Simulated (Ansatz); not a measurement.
# How Os(0001) screens a field, part 2 of 2

Aim: image plane and induced charge of Os(0001).

Ansatz 0.2.0; plane-wave DFT, PBE, Ansatz PAW.

So far. Step 7 (Single point, field 0.2 V/Å): The dipole is 0.119 e·Å. Step 8 (Atoms held, field -0.2 V/Å): The dipole is -0.119 e·Å.

## 9. Single point, field 0.4 V/Å

Input file input.yaml:

```yaml
crystal:
  lattice:
    - [2.74, 0.0, 0.0]
    - [1.37, 2.3729096064, 0.0]
    - [0.0, 0.0, 30.97938]
  atoms:
    - { symbol: Os, position: [0.0, 0.0, 0.2905158205] }
    - { symbol: Os, position: [0.6666666667, 0.6666666667, 0.3603438803] }
    - { symbol: Os, position: [0.0, 0.0, 0.4301719402] }
    - { symbol: Os, position: [0.6666666667, 0.6666666667, 0.5] }
    - { symbol: Os, position: [0.0, 0.0, 0.5698280598] }
    - { symbol: Os, position: [0.6666666667, 0.6666666667, 0.6396561197] }
    - { symbol: Os, position: [0.0, 0.0, 0.7094841795] }
kpoints:
  mp_grid: { grid: [24, 24, 1] }
hamiltonian:
  xc: pbe
scf:
  occupations: { method: fermi_dirac, width: 0.1 }
  convergence: { dr2_threshold: 1.0e-10 }
efield:
  axis: 3
  dipole_correction: true
  ramp_position: 0.97
  ramp_width: 0.06
  amplitude: 0.4
output:
  forces: true
  write_potential: true
  write_density: true
  volumetric_format: npy
  elf: true
```

Launch:

```
$ ansatz run input.yaml --threads 4 --pin off --max-ram 6144MiB --backend cpu --events-out ev --progress --plain --runs-dir out
```

Numbers of over 12 decimals in the logs are rounded to 6 here.

What it wrote:

```text
[...]
Crystal: 7 atoms, lattice volume = 201.421 Å³
Basis set: ecut = 420 eV, 3949 PW (Γ), exchange–correlation on 40×40×432 points (8 copies of the dense FFT grid, shifted against one another)
Bands: 68, of which v1, the nominal top of the filled ones, is band 56 counted from 1 (55 counted from 0)
Symmetry: 6 space group operations
k-points: 61 of 576 (time reversal used)
[...]
k-point 0: bands = [... 52 lower, 7.7735, 7.7735, 8.4400, 8.6788, 8.6788, 9.3643, 9.3643, 9.7841, ... 8 higher]
  k-point 1: bands = [... 52 lower, 7.7466, 7.8273, 8.4034, 8.6370, 8.6464, 9.3071, 9.3387, 9.6464, ... 8 higher]
  k-point 2: bands = [... 52 lower, 7.8306, 7.9860, 8.2367, 8.5417, 8.5776, 9.0451, 9.2775, 9.3697, ... 8 higher]
  k-point 60: bands = [... 52 lower, 8.6330, 9.3363, 10.4278, 10.8193, 10.8381, 11.4530, 11.4581, 11.4879, ... 8 higher]
[key lines of the parts left out:]
SCF converged after 13 iterations
Free energy (F): -79689.493426 eV
Fermi energy:    9.930602 eV
Dipole field:    D = 0.213405 V/Å  (p = 0.237546 e·Å, saw-weighted, corrected)
```

Run time: 36 s. Hardware: 4 threads of Arm Neoverse V1, shared host; peak memory 0.9 GiB; 2.4 min of CPU time.

Running mean over 2.16323 Å of the planar mean, with the applied field; the ramp of the sawtooth is left out. Table of electron's electrostatic potential energy less the Fermi level by z:

```csv
z (Å),electron's electrostatic potential energy less the Fermi level (eV)
5.0,4.48
7.5,0.612
10.0,-12.8
12.5,-13.0
15.0,-13.0
17.5,-13.0
20.0,-13.0
22.5,-10.1
25.0,5.80
27.5,6.88
```

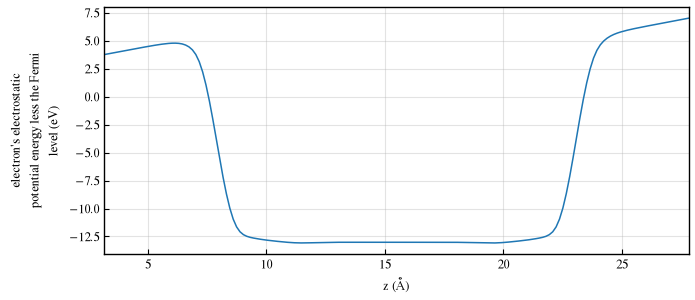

Electron's electrostatic potential energy less the Fermi level against z.

The dipole is 0.238 e·Å.

## 10. The response

This step: plane-wave DFT, PBE, Ansatz PAW; screening of a field by a metal slab (Ansatz 0.2.0).

The dipoles give the slope, and the difference of two potentials shows where the field is screened.

This step gave:

```
equivalent conductor thickness p/(ε₀AE)      : 16.52 Å
distance between the outer atoms             : 12.98 Å
inner field over outer field                 : -1.63e-4
image plane, upper face                      : 1.762 Å
induced electrons on the upper face over ε₀E : -1.001
image plane, lower face                      : 1.762 Å
induced electrons on the lower face over ε₀E : 1.001
```

Dipole of the cell against applied field:

```csv
applied field (V/Å),dipole of the cell (e·Å)
-0.200,-0.119
-0.100,-0.0594
-0.050,-0.0297
0.000,0
0.050,0.0297
0.100,0.0594
0.200,0.119
0.400,0.238
```

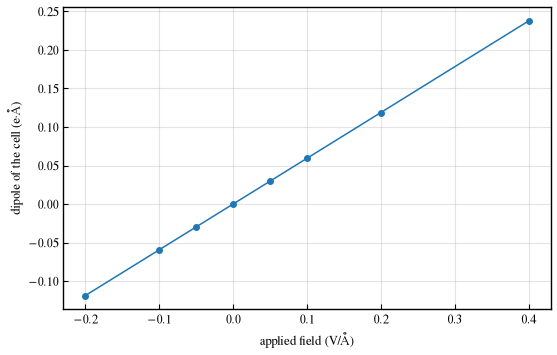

Dipole of the cell against applied field.

Local field over the applied field, running mean. From the potentials at -0.05 and 0.05 V/Å; running mean over 2.16323 Å. Table of local field over applied field by z:

```csv
z (Å),local field over applied field
5.0,0.986
7.5,0.403
10.0,0.00227
12.5,-0.00289
15.0,-1.6e-4
17.5,-0.00248
20.0,0.00227
22.5,0.0726
25.0,0.914
```

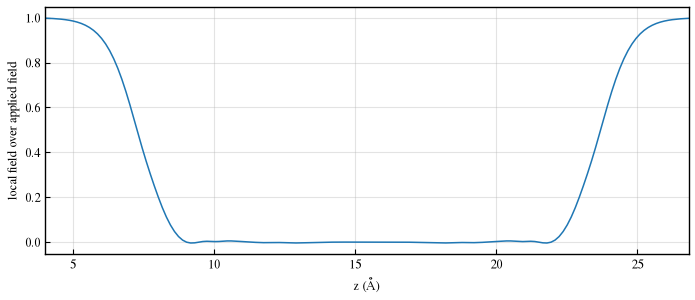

Local field over applied field against z.

The induced electron density oscillates, so the rows of the table below give means over windows of 1 Å about each position, cut where the curve ends. Its maxima inside the range that stand out by 2 % of the span (Å: e/Å³ per V/Å): 7.7: 0.00396, 9.0: 5.7e-4, 10.8: 2.8e-4, 11.6: 2.9e-4, 19.8: 4.5e-4, 21.7: 5.6e-4, 22.4: 0.00121. Its minima: 8.6: -0.00121, 9.3: -5.6e-4, 11.2: -4.5e-4, 19.4: -2.9e-4, 20.2: -2.8e-4, 21.9: -5.7e-4, 23.2: -0.00396.

Electrons, planar mean, per unit field. Table of induced electron density by z; means over each step:

```csv
z (Å),induced electron density (e/Å³ per V/Å)
5,9.7e-5
6,6.0e-4
7,0.00250
8,0.00253
9,-2.6e-4
10,2.1e-5
11,-3.1e-5
12,9.5e-5
13,-3.2e-5
14,-5.5e-6
15,8.1e-6
16,-8.3e-6
17,5.7e-6
18,3.2e-5
19,-9.9e-5
20,3.1e-5
21,-1.2e-5
22,2.8e-4
23,-0.00263
24,-0.00245
25,-5.8e-4
26,-9.3e-5
```

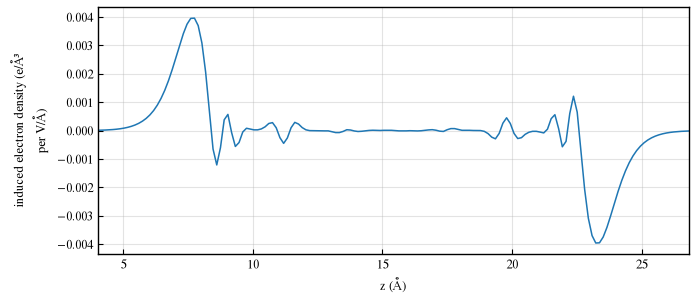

Induced electron density, plotted against z.

By hand: between -0.05 and 0.05 V/Å the dipole changes by 0.05936 e·Å, a slope of 0.5936 e·Å²/V. A perfect conductor of thickness t has p = ε₀AEt, so t = 180.95 × 0.5936 / 6.502 = 16.52 Å (e/ε₀ = 180.95 V·Å, A in Å²). Less the 12.98 Å between the outer atoms, and halved, that puts each image plane 1.77 Å out.

The induced dipole is that of a conductor 16.52 Å thick.

## 11. A changed input

This step: plane-wave DFT, PBE, Ansatz PAW (Ansatz 0.2.0).

An input spoilt on purpose, to show how the run answers: it repeats the earlier run at 0.05 V/Å with efield.axis from 3 to 2, and scf.max_iter set to 80.

input.yaml: that of step 9 with these lines changed.

```diff
@@ -20,4 +20,5 @@
   convergence: { dr2_threshold: 1.0e-10 }
+  max_iter: 80
 efield:
-  axis: 3
+  axis: 2
   dipole_correction: true
@@ -25,3 +26,3 @@
   ramp_width: 0.06
-  amplitude: 0.4
+  amplitude: 0.05
 output:
@@ -31,2 +32 @@
   volumetric_format: npy
-  elf: true
```

What it wrote:

```text
Engine: ansatz 0.2.0, aarch64-unknown-linux-gnu
Pseudopotentials: kind: paw
Pseudopotential: Os, paw, valence charge 16, recommended cutoff 420 eV (normal), Os.paw.azcp
Functional definition: PBE
  parameter kappa = 0.804
  parameter beta = 0.066725
  exchange = pbe_x(kappa = kappa, mu = beta*pi^2/3)
  correlation = pbe_c(beta = beta)
Crystal: 7 atoms, lattice volume = 201.421 Å³
Basis set: ecut = 420 eV, 3949 PW (Γ), exchange–correlation on 40×40×432 points (8 copies of the dense FFT grid, shifted against one another)
Bands: 68, of which v1, the nominal top of the filled ones, is band 56 counted from 1 (55 counted from 0)
Symmetry: 4 space group operations
k-points: 157 of 576 (time reversal used)
Non-local potential: Os, projectors of the file, l = 0: 3, l = 1: 2, l = 2: 2, l = 3: 1
PAW form: soft (Blöchl's): semilocal exchange-correlation on the pseudo side does not see the compensation charge
PAW one-centre angular grid: Os, 590 points (default); XC on 64 Gauss nodes
Initial density: superposition of atomic densities (neutral atoms: chi_scale 0, normalization atom, screened)
Initial wavefunctions: pseudopotential atomic-orbital guess
Functional: x = pbe(κ = 0.804, μ = 0.219515), c = pbe(β = 0.066725)
Error: efield: ion 0 (Os) at fractional coordinate 0.0000 along the field axis lies inside the sawtooth ramp with 2 of the planes that the density is read on at each end, [0.8700, 0.1300] — the ramp must sit in vacuum (an ion there feels the fictitious reversed slope); set or move the ramp (efield.ramp_position / ramp_width) or move the geometry
```

Elapsed: 0.36 s, on 4 threads; peak memory 0.88 GiB.

The program refused the input before any cycle.

The program's message: “Error: efield: ion 0 (Os) at fractional coordinate 0.0000 along the field axis lies inside the sawtooth ramp with 2 of the planes that the density is read on at each end, [0.8700, 0.1300] — the ramp m …”

The fault put into the input: the field along an axis without vacuum.

## 12. The same run with other settings

Another changed input: it repeats the earlier run at 0.05 V/Å with scf.occupations.width from 0.1 removed and scf.occupations.method from fermi_dirac to tetrahedron_uncorrected.

input.yaml: that of step 11 with these lines changed.

```diff
@@ -18,7 +18,6 @@
 scf:
-  occupations: { method: fermi_dirac, width: 0.1 }
+  occupations: { method: tetrahedron_uncorrected }
   convergence: { dr2_threshold: 1.0e-10 }
-  max_iter: 80
 efield:
-  axis: 2
+  axis: 3
   dipole_correction: true
```

What it wrote:

```text
[...]
Crystal: 7 atoms, lattice volume = 201.421 Å³
Basis set: ecut = 420 eV, 3949 PW (Γ), exchange–correlation on 40×40×432 points (8 copies of the dense FFT grid, shifted against one another)
Bands: 68, of which v1, the nominal top of the filled ones, is band 56 counted from 1 (55 counted from 0)
Symmetry: 6 space group operations
k-points: 61 of 576 (time reversal used)
[...]
SCF iter   1: F=—  HF=-79690.710300 eV  |F-HF|=—  |Δ(HF+E_count)|=         —  Δρ=4.26e-2  dr2=9.10e0  ethr=3.10e-3  p=0.029 e·Å  D=2.60e-2 V/Å  ΔV_dip=-0.81 eV  dr2_dipole=2.43e-3  V_vac-E_F(+/−)=7.05/6.44 eV  ⟨swp⟩=8.5  Hψ=18200  notcnv=0  defer=68
[...]
SCF iter  38: F=-79689.304390 eV  HF=-79689.304390 eV  |F-HF|=4.37e-11  |Δ(HF+E_count)|=  1.31e-10  Δρ=7.27e-8  dr2=3.94e-11  ethr=1.00e-12  p=0.030 e·Å  D=2.67e-2 V/Å  ΔV_dip=-0.83 eV  dr2_dipole=3.66e-13  V_vac-E_F(+/−)=5.67/5.07 eV  ⟨swp⟩=7.0  Hψ=19434  notcnv=0
SCF 1 converged in 38 iterations: F = -79689.304390 eV  dr2 = 3.94e-11
[...]
SCF converged after 38 iterations
Stability not checked: this state was not tested for a lower state beside it, because the mixer in use, unlike msr1, does not test its closes by its own steps (another_mixer; see scf.mixing.algorithm and scf.lower_state_search)
Free energy (F): -79689.304390 eV
[...]
Internal energy: -79689.304386 eV  (E = F + TS)
E sigma→0 (E₀):  -79689.304390 eV
Entropy (-TS):   -0.000005 eV (-0.001 meV/atom)
Fermi energy:    9.936730 eV
Dipole field:    D = 0.026655 V/Å  (p = 0.029671 e·Å, saw-weighted, corrected)
Work function:   not extracted (applied field tilts the vacuum); planar V_es + V_field profile in the machine report
[...]
--- Forces (eV/Å), atoms counted from 1 ---
  atom   1  Os     0.00000000    -0.00000000     0.68986221
  atom   2  Os    -0.00000000     0.00000000    -0.73783941
  atom   3  Os    -0.00000000    -0.00000000    -0.37604970
  atom   4  Os     0.00000000     0.00000000     0.00083989
  atom   5  Os     0.00000000    -0.00000000     0.37459230
  atom   6  Os     0.00000000     0.00000000     0.74138086
  atom   7  Os     0.00000000    -0.00000000    -0.69278611
  max |Σ_I F_I| component: 3.04e-8 eV/Å
--- Band table (eV; the first three rows and the last of 61) ---
  k-point 0: bands = [... 52 lower, 7.7607, 7.7607, 8.4347, 8.6664, 8.6664, 9.3514, 9.3514, 9.7941, ... 8 higher]
  k-point 1: bands = [... 52 lower, 7.7339, 7.8146, 8.3963, 8.6251, 8.6341, 9.2955, 9.3259, 9.6580, ... 8 higher]
  k-point 2: bands = [... 52 lower, 7.8170, 7.9733, 8.2258, 8.5319, 8.5652, 9.0389, 9.2647, 9.3677, ... 8 higher]
  k-point 60: bands = [... 52 lower, 8.6197, 9.3230, 10.4150, 10.8096, 10.8232, 11.4423, 11.4449, 11.4756, ... 8 higher]
```

It took 62 s on 4 threads; peak memory 0.88 GiB.

Numbers from this step:

| Property | Result |
| --- | --- |
| dipole along the normal | 0.02967 e·Å |

Force by atom:

```csv
atom,x (eV/Å),y (eV/Å),z (eV/Å),size
Os1,0.000,0.000,0.690,0.690
Os2,0.000,0.000,-0.738,0.738
Os3,0.000,0.000,-0.376,0.376
Os4,0.000,0.000,0.001,0.001
Os5,0.000,0.000,0.375,0.375
Os6,0.000,0.000,0.741,0.741
Os7,0.000,0.000,-0.693,0.693
```

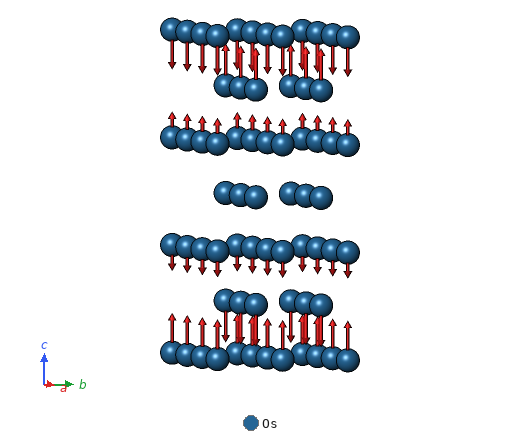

Force as arrows, the longest 0.741 eV/Å. 3×2×1 cells are drawn. Some periodic images of atoms are drawn too.

```csv
quantity,this run,earlier run,difference
dipole along the normal (e·Å),0.02967,0.02968,-1.1e-5
```

The dipole moves by under 0.5 % or 5e-5 e·Å. The run took 38 SCF cycles against 13.

## 13. What came out

```json
{"work function": "5.37 eV", "image plane, upper face": "1.76 Å", "induced electrons on the upper face over ε₀E": "-1.00", "equivalent conductor thickness p/(ε₀AE)": "16.5 Å", "inner field over outer field": "-1.6e-4"}
```

**Reading.** The induced charge has its centre 1.76 Å outside the outermost atoms; this is the plane from which a capacitor's gap or an image potential counts. The equivalent conductor thickness exceeds the distance between the outer atoms by 3.54 Å, about the sum of the two image-plane distances. In the middle of the slab the field is screened to under 0.5 % of its outer value. The atoms are held at bulk positions with the tabulated experimental lattice constant.

[Logs are printed without paths, hosts, clocks, repeated set-up lines and the standing remarks that a program may print on its own settings, such as how far it seeks lower states.]

[Hosts, paths, dates, database ids (printed as entryN), source tags and the programs' standing remarks are cut or masked in the printed files.]

[Maps of the electrostatic potential energy from Ansatz leave out the sawtooth potential of an applied field or a dipole correction, so their vacuum need not be flat; planar profiles and work functions include it.]
